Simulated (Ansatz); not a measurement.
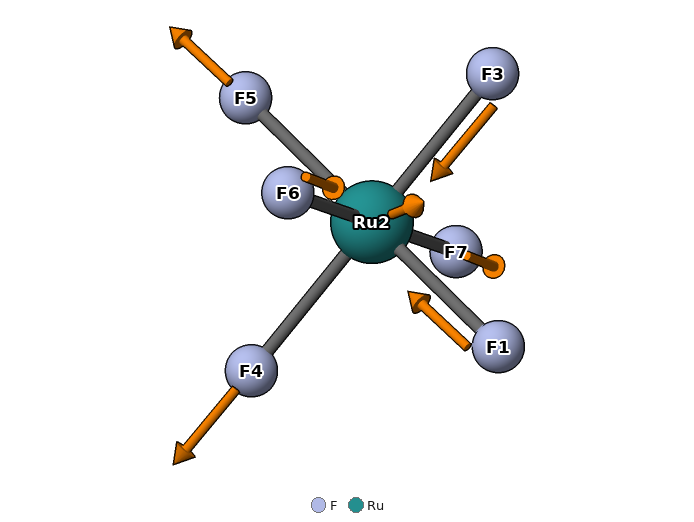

The arrows show one normal mode. Charge 0, singlet. Harmonic vibrations computed with RKS PBE0-D4/def2-TZVP, core potentials on Ru (Ansatz 0.2.0) at a stationary point of the same level. Other spin states may lie lower.

### What kind of motion is it?

Mostly out-of-phase stretching of 6 Ru–F bonds.

### At what wavenumber does it lie?

740 cm⁻¹; it is mode 13 of 15 counted from the lowest.
